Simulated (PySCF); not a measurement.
Dissociation curve of KH, singlet.

- UKS-CAM-B3LYP = PySCF 2.14.0 with unrestricted CAM-B3LYP/def2-TZVP
- RKS-LDA (SVWN5) = PySCF 2.14.0 with restricted LDA (SVWN5)/def2-TZVP
- RKS-r2SCAN = restricted r2SCAN/def2-TZVP (PySCF)

Magnitude of the dipole moment (D; its direction can reverse along the curve, and a method can change to another solution) and Mulliken charge of the fragment that holds K1:

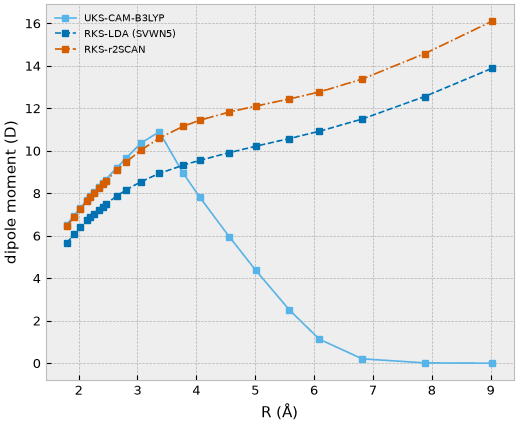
Figure. Dipole moment against bond length.

```
R / Å  μ UKS-CAM-B3LYP  q UKS-CAM-B3LYP  μ RKS-LDA (SVWN5)  q RKS-LDA (SVWN5)  μ RKS-r2SCAN  q RKS-r2SCAN
-----  ---------------  ---------------  -----------------  -----------------  ------------  ------------
1.80              6.53             0.35               5.66               0.28          6.44          0.35
1.92              6.95             0.35               6.06               0.28          6.89          0.36
2.03              7.32             0.35               6.40               0.28          7.27          0.36
2.15              7.70             0.35               6.73               0.28          7.66          0.36
2.20              7.86             0.35               6.87               0.28          7.82          0.36
2.26              8.05             0.35               7.02               0.28          8.00          0.36
2.35              8.32             0.35               7.24               0.28          8.27          0.36
2.41              8.50             0.35               7.38               0.28          8.44          0.36
2.46              8.65             0.36               7.49               0.28          8.58          0.36
2.65              9.21             0.37               7.88               0.29          9.09          0.37
2.81              9.67             0.38               8.17               0.30          9.48          0.38
3.06             10.37             0.40               8.55               0.32         10.03          0.39
3.37             10.90             0.42               8.93               0.34         10.60          0.41
3.77              8.98             0.33               9.32               0.35         11.15          0.42
4.06              7.81             0.28               9.56               0.36         11.44          0.43
4.56              5.96             0.20               9.91               0.36         11.83          0.43
5.01              4.38             0.14              10.22               0.37         12.11          0.43
5.58              2.51             0.07              10.58               0.37         12.44          0.43
6.09              1.13             0.03              10.92               0.36         12.77          0.42
6.82              0.21             0.00              11.50               0.35         13.38          0.41
7.88              0.02             0.00              12.56               0.34         14.58          0.40
9.03              0.00             0.00              13.89               0.33         16.11          0.38
```

The unrestricted determinant behind UKS-CAM-B3LYP is spin-contaminated at 3.37 to 9.03 Å (<S²> up to 1.0, against 0.00 for a pure singlet). At the longest distance RKS-LDA (SVWN5), RKS-r2SCAN leaves fractional charges on the fragments, a sign of delocalisation error or of the restricted form. The restricted form behind RKS-LDA (SVWN5), RKS-r2SCAN keeps the bonding electrons paired and can't separate into open-shell fragments.
